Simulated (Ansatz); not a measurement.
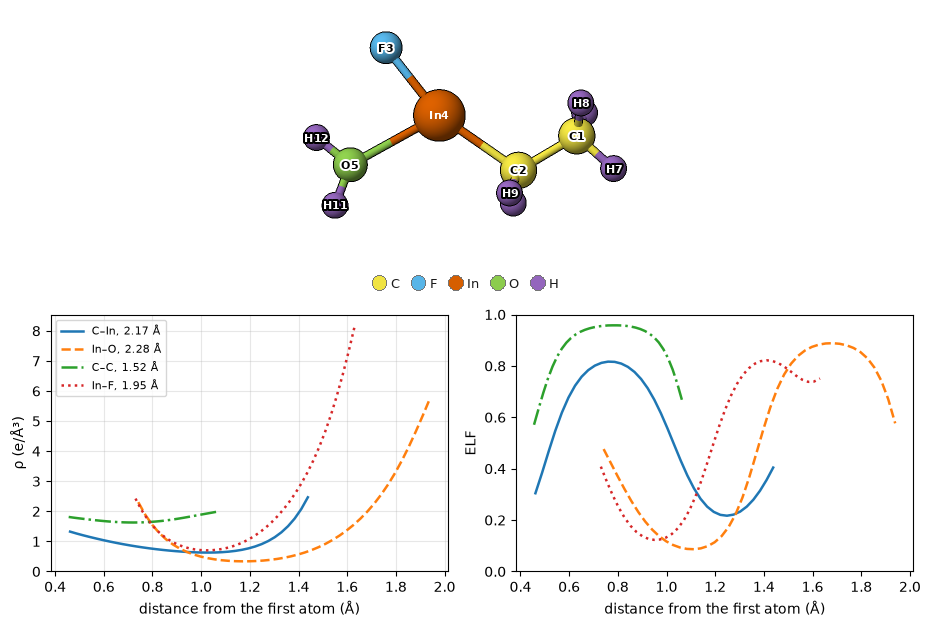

Figure 1: C2H7FInO (charge +1). Electron density and ELF along straight lines between neighbouring atoms. The curves leave out the atomic cores. The structure is drawn too.

Geometry: PBE-D3(BJ)/def2-SVP; core potentials replace the inner electrons of In.

All numbers below come from Ansatz, isolated molecule in a Gaussian basis; Kohn-Sham density functional theory, functional PBE0.

Input

```
crystal:
  periodic: [false, false, false]
  atoms:
    - symbol: C
      position_ang: [-1.752729, -0.202773, -0.400086]
    - symbol: C
      position_ang: [-0.810549, 0.869787, -0.917888]
    - symbol: F
      position_ang: [2.140628, 1.235024, 1.865396]
    - symbol: In
      position_ang: [0.878719, 1.277960, 0.383305]
    - symbol: O
      position_ang: [2.330076, 2.883546, -0.339231]
    - symbol: H
      position_ang: [-1.268753, -1.192515, -0.295022]
    - symbol: H
      position_ang: [-2.567876, -0.318377, -1.147390]
    - symbol: H
      position_ang: [-2.231732, 0.066459, 0.560608]
    - symbol: H
      position_ang: [-1.273341, 1.873191, -1.014749]
    - symbol: H
      position_ang: [-0.307864, 0.611102, -1.872235]
    - symbol: H
      position_ang: [2.449506, 3.491226, -1.095384]
    - symbol: H
      position_ang: [3.069392, 3.021083, 0.290684]
basis:
  gaussian: {orbitals: def2-SVPD}
total_charge: 1
magnetization: {spin_polarized: false}
output: {forces: true, orbitals: {seedname: orbitals}}
hamiltonian: {xc: pbe0}
```

Command:

```sh
ansatz run input.yaml --threads 2 --pin off --max-ram 4350MiB --events-out events.jsonl --progress --plain --runs-dir runs
```

What can be read from the curves?

Answer. C–In (2.17 Å): the density is about 0.64 e/Å³ at the midpoint; the ELF peaks at about 0.80 in the valence shell of C, 0.8 Å from its nucleus, and drops to about 0.20 between the two atoms.
In–O (2.28 Å): ρ is about 0.34 e/Å³ halfway; the ELF peaks at about 0.90 in the valence shell of O, 0.6 Å from its nucleus, and drops to about 0.10 between the two atoms.
C–C (1.52 Å): ρ at the midpoint is about 1.6 e/Å³; the ELF peaks at about 0.95 between the atoms (localised, covalent bonding).
In–F (1.95 Å): the density is about 0.73 e/Å³ at the midpoint; the ELF peaks at about 0.80 in the valence shell of F, 0.5 Å from its nucleus, and drops to about 0.10 between the two atoms.
